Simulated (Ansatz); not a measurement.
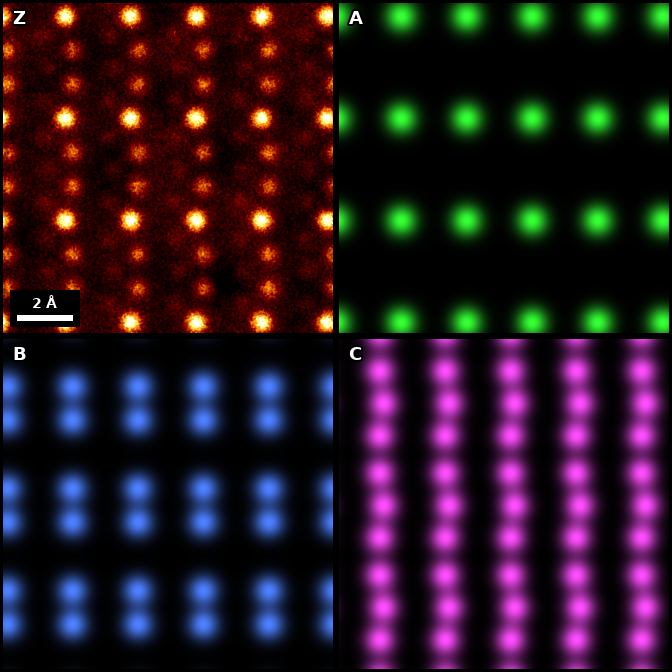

Ga2SbP3 (Imm2, No. 44) along [110]. Panel Z: Simulation: incoherent imaging, intensity Z^1.8 per atom, probe width 0.54 Å, thin sample. The probe carries 25 % of its weight in a tail 2.5 times as wide. Shot noise and the speckle of an amorphous layer were added. The other panels are simulated element maps (the number of atoms of one element along the beam, blurred by 0.9 Å; each on its own scale, no channelling). Structure used: the geometry relaxed with DFT, PBEsol, plane waves, PAW in Ansatz.

```xyz
12
Lattice="3.8514 0.0000 0.0000 0.0000 13.9373 0.0000 0.0000 0.0000 4.7598" Properties=species:S:1:pos:R:3 pbc="T T T"
Ga    0.0000    2.3155    1.1444
Ga    1.9257    4.6532    3.5243
Sb    1.9257    0.0000    3.2608
P     0.0000    4.4338    0.1029
P     1.9257    2.5349    2.4828
P     0.0000    0.0000    0.2372
Ga    1.9257    9.2842    3.5243
Ga    0.0000   11.6218    1.1444
Sb    0.0000    6.9687    0.8809
P     1.9257   11.4024    2.4828
P     0.0000    9.5036    0.1029
P     1.9257    6.9687    2.6171
```

> Which element does each lettered map show?

A: Sb, B: Ga, C: P. The projected cell (2.38 × 3.71 Å, 90°) holds 6 columns: 3 of P, 2 of Ga and 1 of Sb. No column is shared by two of the mapped elements.
